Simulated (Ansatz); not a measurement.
Band structure of TiOs (Pm-3m, 2 atoms in the cell).

```xyz
2
Lattice="3.0846 0.0000 0.0000 0.0000 3.0846 0.0000 0.0000 0.0000 3.0846" Properties=species:S:1:pos:R:3 pbc="T T T"
Ti     1.5423     1.5423     1.5423
Os     0.0000     0.0000     0.0000
```

Method of the run: PBEsol, default PAW files made with PBE (plane waves; Ansatz, a program for electronic structure).

Settings: kpoints.mp_grid.grid = 14 14 14; hamiltonian.xc = pbesol; hamiltonian.pseudopotentials = {kind: paw} (the program's default PAW files); scf.occupations.method = gaussian; scf.occupations.width = 0.0073 Ry; kpoints.band_path.npoints = 8.

The starting cell comes from a database of computed structures (which also holds hypothetical and non-ambient phases and stackings), without a prior relaxation at this level. Spin-orbit coupling is off. Spin polarisation is off.

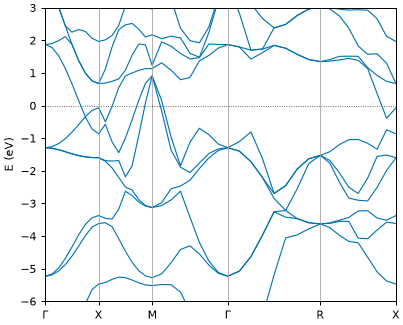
Fig. 1. Bands along the path, energies from the Fermi level.

Levels in eV from the Fermi level, bands 11 to 17:
```csv
point,11,12,13,14,15,16,17
Γ,-5.23,-1.29,-1.29,-1.29,1.87,1.87,3.70
X,-3.37,-1.60,-1.60,-0.87,-0.07,0.67,0.67
M,-3.13,-3.13,0.91,0.91,1.13,1.23,2.17
R,-3.63,-1.53,-1.53,-1.53,1.34,1.34,3.03
```

Bands cross the Fermi level along this path, so the cell is metallic at this level.

Keys are those of Ansatz 0.2.
